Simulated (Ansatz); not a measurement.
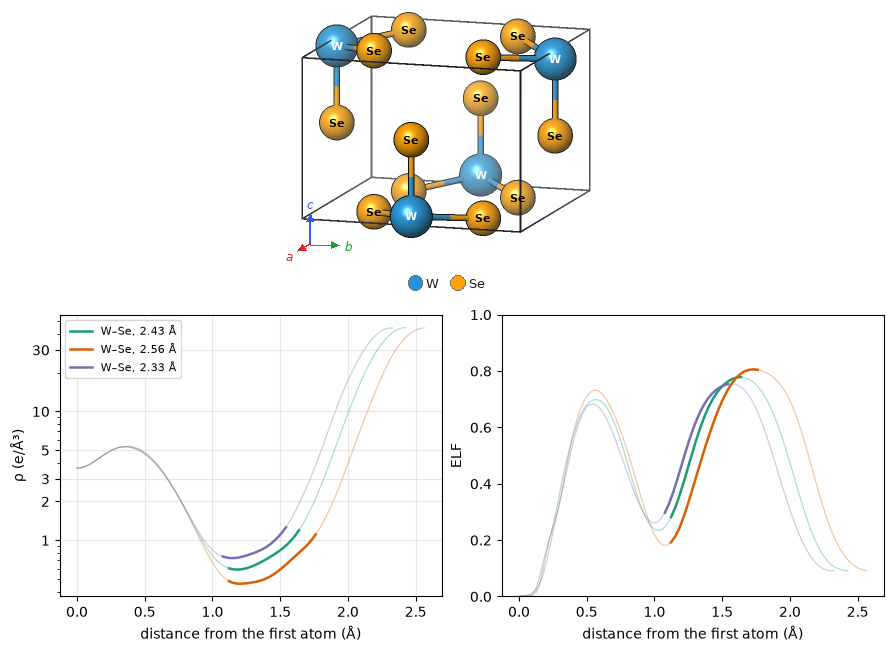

The picture shows: WSe3. Valence electron density and electron localisation function along straight lines between neighbouring atoms. Thin, pale parts lie inside the atomic spheres. The structure is drawn too.

Space group P4/nmm.

Computed with Ansatz, DFT LDA, scalar-relativistic, plane waves, PAW.

The density is the valence pseudo-density of a PAW calculation; it isn't the true density close to the nuclei.

Compare the contacts.

Answer. W–Se (2.43 Å): ρ is about 0.6 e/Å³ halfway; the ELF is about 0.40 at the midpoint.
W–Se (2.56 Å): ρ at the midpoint is about 0.47 e/Å³; the ELF is about 0.40 at the midpoint.
W–Se (2.33 Å): the density is about 0.73 e/Å³ at the midpoint; the ELF is about 0.40 at the midpoint.
